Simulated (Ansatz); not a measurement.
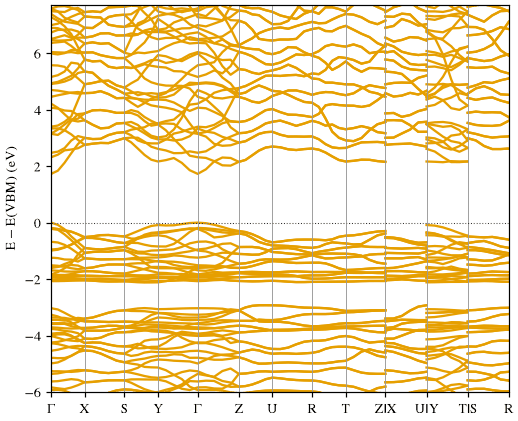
Band structure from PBEsol in the plane-wave PAW code Ansatz

Problem. Read off the gap and where the band edges lie.

Solution. About 1.7 eV (1.73 eV by a search for the band edges); maximum at Γ, minimum at Γ.

The material is MgCu$_{2}$SiS$_{4}$ in space group Pmn2_1 (No. 31; Pearson symbol oP16).

The workflow started from a Materials Project entry (that database holds measured and hypothetical structures alike); the Crystallography Open Database files this formula in space group No. 31, but the cells were not matched. Its standing as an ambient phase is unchecked. The PBEsol relaxation kept the symmetry of its start; its stability against distortions is not shown here. No spin polarisation was allowed.

Potentials: the later of the program's two PAW sets.
